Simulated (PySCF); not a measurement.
BiO3 (charge −1)

The calculation's input:

```
mol = gto.M(atom='''
Bi     0.00000    -0.00000    -0.00000
O      1.96217    -0.00001    -0.00000
O     -0.98107     1.69929    -0.00000
O     -0.98110    -1.69928     0.00000''',
    basis={'Bi': 'def2-SVP', 'O': 'def2-SVP'},
    ecp={'Bi': 'def2-SVP'},
    charge=-1, spin=0)
mf = dft.RKS(mol, xc='PBE0')
mf.grids.atom_grid = (75, 302)  # f atoms: at least (60, 302), unpruned
mf = mf.density_fit()  # Bi def2-universal-JKFIT, O def2-universal-JKFIT
mf.conv_tol = 1e-09; mf.max_cycle = 55
mf.kernel(dm0)
```

Launched as:

```sh
OMP_NUM_THREADS=2 python run.py
```

Core potentials replace the inner electrons of Bi.

These are results of RKS PBE0, Bi def2-SVP with ECP60, O def2-SVP; non-relativistic Hamiltonian with scalar-relativistic core potentials where named; density fitting in PySCF, not measurements.

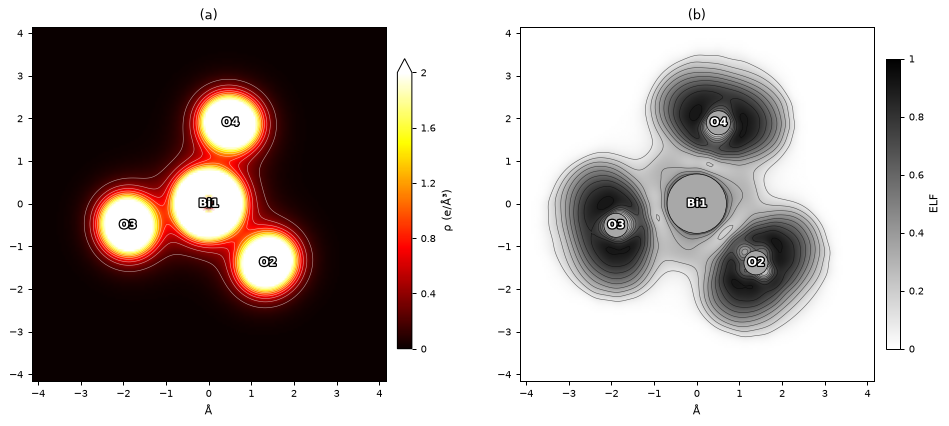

Figure 1. (a) electron density; (b) ELF on the molecular plane. Grey discs cover the atomic cores in the ELF map.

What does the map show?

Answer. The plane passes through Bi and O nuclei. Bi–O (1.96 Å): ρ is about 0.97 e/Å³ halfway; the ELF peaks at about 0.65 in the valence shell of O, 0.6 Å from its nucleus, and drops to about 0.20 between the two atoms. The ELF also peaks beside O2, O3 and O4, away from the bonds: lone-pair regions.

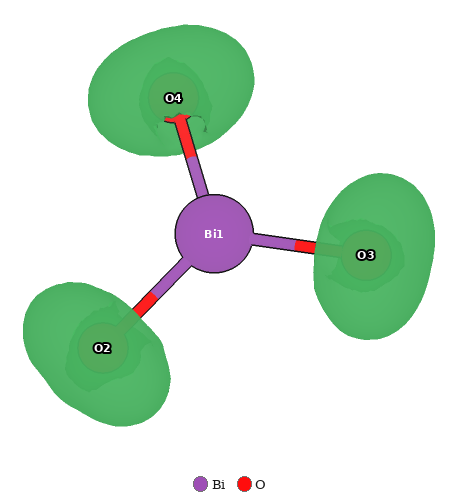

Figure 2. Isosurface of the ELF at 0.75 (green), seen at a tilt. Only the valence region is drawn (cores and ρ < 0.01 e/Å³ removed).

Identify the bonds, lone pairs and shells in this picture.

Answer. At this value the surface marks out three regions wrapped around O (the valence shell of each).

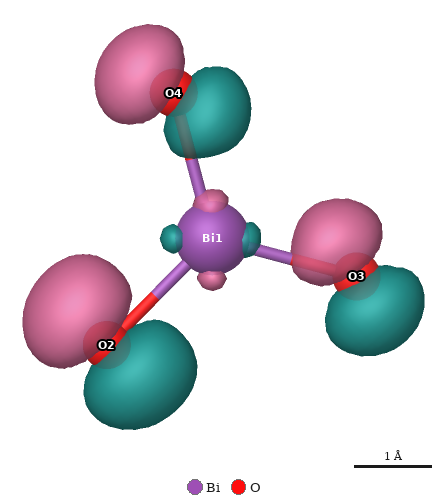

Figure 3. The HOMO−1 at ±0.15 Å⁻³ᐟ² (teal and pink are the two phases), seen at a tilt.

What is the character of this orbital?

Answer. It lies mainly on O2 (about 45 %), O3 (about 25 %), O4 (about 25 %) and Bi1 (about 10 %); it is symmetric in the molecular plane (an in-plane orbital: σ, lone-pair or in-plane π type); largely a combination of lone pairs on O2, O3 and O4. It is one of a degenerate set, so its orientation is arbitrary. Its energy is −2.24 eV.
